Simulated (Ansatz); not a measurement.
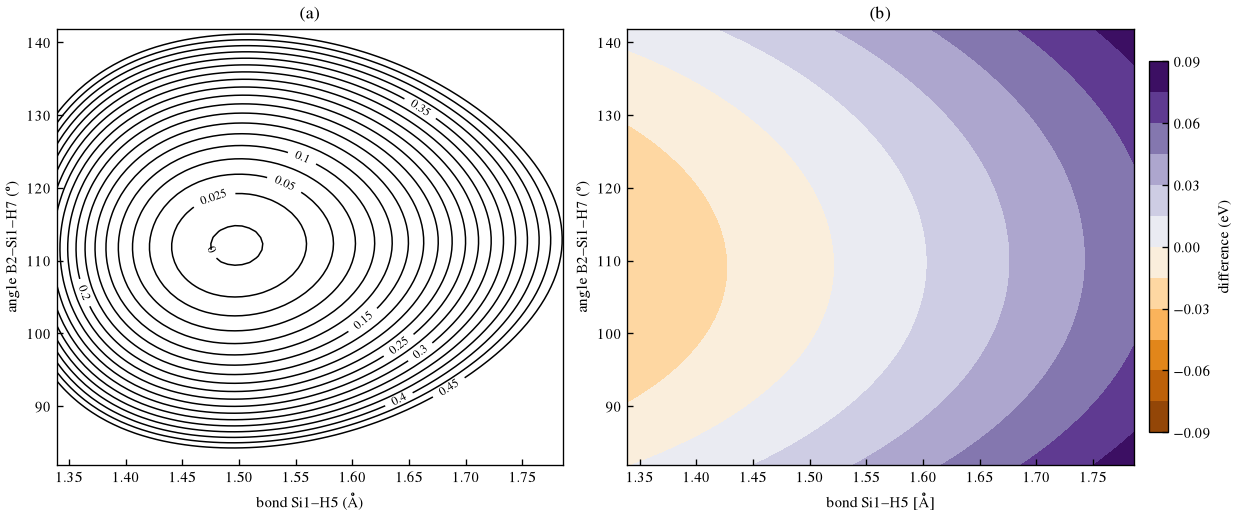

BCl2H3Si, SMILES [SiH3]B(Cl)Cl. 
- Two internal coordinates are moved rigidly from the geometry relaxed at PBE0-D4/def2-TZVP, all others fixed.
- The first coordinate is: bond Si1–H5; the second: angle B2–Si1–H7.
- The scan uses a 5 × 5 grid.
- Energies: eV, counted from each map's own lowest point.
- Level of theory: RKS PBE-D4/def2-TZVPP (Ansatz 0.2.0).

Panel (a): RKS PBE-D4/def2-TZVPP in Ansatz. Panel (b): the map at RKS PBE0-D4/def2-TZVPP (Ansatz 0.2.0) less the map of (a), each from its own lowest point.

How does the change of method alter the landscape?

The difference runs from −0.026 eV at bond Si1–H5 = 1.339 Å, angle B2–Si1–H7 = 112° to 0.08 eV at bond Si1–H5 = 1.786 Å, angle B2–Si1–H7 = 82°. The interpolated minimum moves from 1.4968 to 1.4873 Å in bond Si1–H5 and 112.0 to 111.8° in angle B2–Si1–H7.
